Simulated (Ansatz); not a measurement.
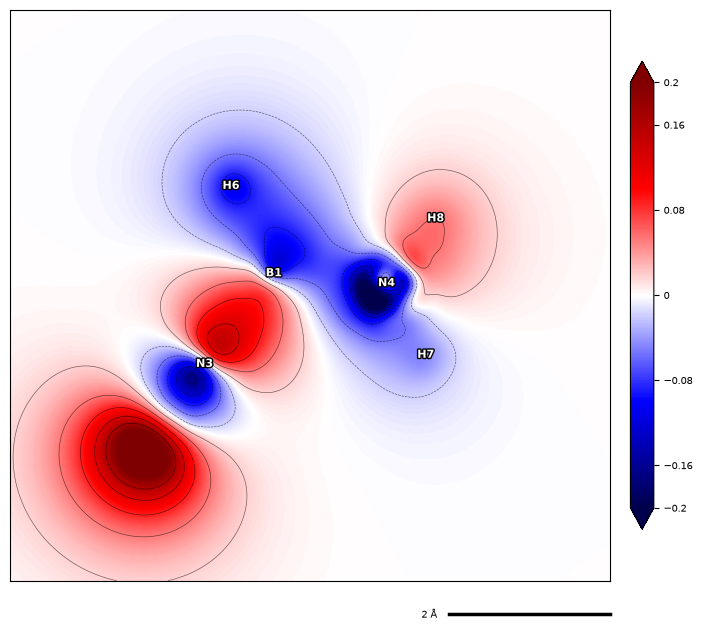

*BH$_{4}$N$_{3}$ (SMILES N=NBN). The HOMO−1 on the plane of atoms N4, B1 and H6 (values in Å⁻³ᐟ²; the overall sign is arbitrary).*

Geometry: BLYP-D3(BJ)/def2-SVP.

The calculation used isolated molecule in a Gaussian basis; Kohn-Sham density functional theory, functional PBE0 (Ansatz 0.2.0).

```xyz
8

B    -0.2905   -0.8424    0.6943
N    -1.2128    0.8075   -1.0084
N    -0.6581    0.3611    0.0099
N    -1.1480   -1.4689    1.6259
H    -1.5680    0.0081   -1.6256
H     0.8504   -1.2257    0.5345
H    -2.0962   -1.1483    1.8270
H    -0.8171   -2.1934    2.2620
```

Question: Where does this orbital lie, and at what energy?

Answer: Its weight (Hirshfeld) is mainly on N4 (about 60 %), B1 (about 15 %) and N2 (about 10 %). Its energy is −8.72 eV.
